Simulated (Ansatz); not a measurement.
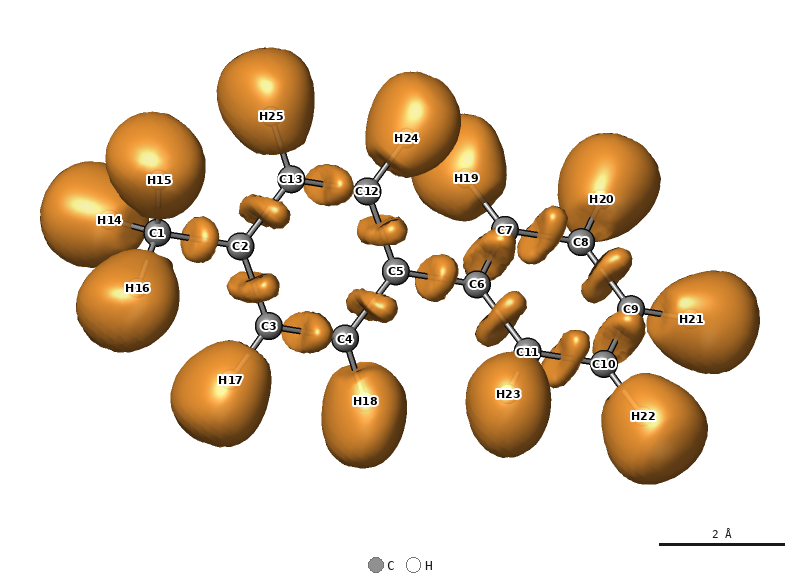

Figure 1: C$_{13}$H$_{12}$. Isosurface of the ELF at 0.85 (orange), seen at a tilt. Only the valence region is drawn (cores and ρ < 0.01 e/Å³ removed).

Geometry: PBE0-D4/def2-TZVP.

Method: RKS PBE0-D4/def2-TZVPP (Ansatz 0.2.0).

```yaml
atoms:
  - { symbol: C, position_ang: [-1.3290, -4.0492, 1.0330] }
  - { symbol: C, position_ang: [-0.8679, -2.6734, 0.6623] }
  - { symbol: C, position_ang: [-1.6325, -1.8543, -0.1618] }
  - { symbol: C, position_ang: [-1.2192, -0.5728, -0.4831] }
  - { symbol: C, position_ang: [-0.0209, -0.0599, 0.0096] }
  - { symbol: C, position_ang: [0.4222, 1.3031, -0.3317] }
  - { symbol: C, position_ang: [1.0686, 2.1025, 0.6111] }
  - { symbol: C, position_ang: [1.4850, 3.3842, 0.2917] }
  - { symbol: C, position_ang: [1.2638, 3.8943, -0.9790] }
  - { symbol: C, position_ang: [0.6224, 3.1102, -1.9264] }
  - { symbol: C, position_ang: [0.2064, 1.8288, -1.6056] }
  - { symbol: C, position_ang: [0.7474, -0.8819, 0.8332] }
  - { symbol: C, position_ang: [0.3316, -2.1628, 1.1501] }
  - { symbol: H, position_ang: [-1.8467, -4.0421, 1.9975] }
  - { symbol: H, position_ang: [-0.4882, -4.7402, 1.1215] }
  - { symbol: H, position_ang: [-2.0231, -4.4495, 0.2920] }
  - { symbol: H, position_ang: [-2.5738, -2.2248, -0.5553] }
  - { symbol: H, position_ang: [-1.8483, 0.0501, -1.1092] }
  - { symbol: H, position_ang: [1.2225, 1.7218, 1.6146] }
  - { symbol: H, position_ang: [1.9779, 3.9915, 1.0426] }
  - { symbol: H, position_ang: [1.5896, 4.8972, -1.2296] }
  - { symbol: H, position_ang: [0.4522, 3.4957, -2.9254] }
  - { symbol: H, position_ang: [-0.2706, 1.2138, -2.3604] }
  - { symbol: H, position_ang: [1.6997, -0.5217, 1.2063] }
  - { symbol: H, position_ang: [0.9575, -2.7849, 1.7822] }
```

**Where are the electrons localised?**

At this value the surface marks out 14 regions between bonded C–C atoms (shared pairs) and twelve regions around hydrogen nuclei.

Values along the shortest contacts:
C–C (1.38 Å): the ELF peaks at about 0.95 between the atoms; localised, covalent bonding. C–H (1.08 Å): the ELF climbs to about 1 towards the hydrogen, as it does in any bond to H: a covalent bond by its length.
